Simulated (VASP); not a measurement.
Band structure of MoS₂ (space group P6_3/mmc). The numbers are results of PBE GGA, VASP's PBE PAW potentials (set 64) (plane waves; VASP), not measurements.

The path is coarsely sampled, so an indirect gap can come out somewhat too large.

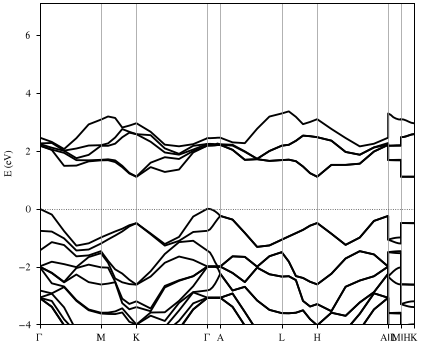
Figure: Bands along high-symmetry lines, zero at the valence-band maximum or, without a gap, the Fermi level

Read the plot: is there a gap, and where are the band edges?

The gap is indirect, 1.10 eV, from the valence maximum at Γ to the conduction minimum at H-K at 0.80.

The structure comes from a computed database's MoS2 entry; how it stands against other phases isn't given here. The cell was not relaxed at this level.
